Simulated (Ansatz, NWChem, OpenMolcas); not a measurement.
# Errors in the dipole moment

6 molecules of light elements (H to F); the dipole moment in D, computed less measured. Shapes, held fixed at every level: PBE0-D4/def2-TZVP. No vibrational averaging. Dipoles are compared by magnitude; molecules under 1 D, whose direction can flip, are left out. Programs: Ansatz 0.2.0, NWChem 7.3.0, OpenMolcas 26.06. A level may come from different programs for different species; with the same settings they agree closely. Measured values: NIST CCCBDB.

Levels: A = HF/STO-3G; B = r2SCAN-D4/def2-TZVPP; C = B3LYP/6-31G* (Cartesian functions); D = PBE0/def2-SVP; E = B3LYP-D4/def2-TZVPP.

```csv
molecule,measured,A,B,C,D,E
HNC (hydrogen isocyanide),3.05,-0.60,+0.09,-0.08,+0.10,+0.03
CH2F2 (difluoromethane),1.97,-0.70,-0.17,-0.28,-0.11,-0.10
CH3F (fluoromethane),1.85,-0.70,-0.12,-0.16,-0.04,-0.05
C2F3N (cyanotrifluoromethane),1.33,+0.08,+0.16,+0.15,-0.05,+0.07
C2H5N (N-methylmethanimine),1.53,-0.01,-0.10,-0.12,-0.09,-0.06
C2H7N (dimethylamine),1.03,+0.16,-0.13,-0.04,-0.07,-0.10
```

Task: Sum up the errors.

Result: 
| level | kind | mean error | mean absolute error | worst case |
| --- | --- | --- | --- | --- |
| HF/STO-3G | Hartree–Fock | -0.295 | 0.375 | CH2F2 |
| r2SCAN-D4/def2-TZVPP | meta-GGA | -0.045 | 0.128 | CH2F2 |
| B3LYP/6-31G* (Cartesian functions) | global hybrid | -0.088 | 0.138 | CH2F2 |
| PBE0/def2-SVP | global hybrid | -0.043 | 0.077 | CH2F2 |
| B3LYP-D4/def2-TZVPP | global hybrid | -0.035 | 0.068 | CH2F2 |

On this set B3LYP-D4/def2-TZVPP has the smallest mean absolute error and HF/STO-3G the largest. HF/STO-3G is too low in 4 of 6; r2SCAN-D4/def2-TZVPP is too low in 4 of 6; B3LYP/6-31G* (Cartesian functions) is too low in 5 of 6; PBE0/def2-SVP is too low in 5 of 6; B3LYP-D4/def2-TZVPP is too low in 4 of 6. The tabulated value of C2F3N is in doubt (older tables, estimates, or at odds with other calculations) and kept here. Over the 5 molecules whose values aren't doubted the mean absolute errors are A 0.434; B 0.122; C 0.136; D 0.082; E 0.068. The smallest two are near a tie. The set is small.

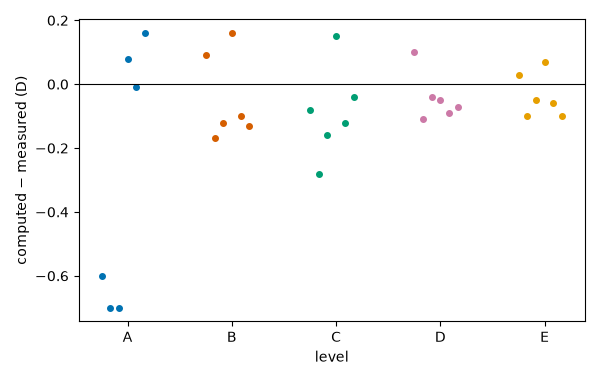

Errors of each level, one point a molecule.
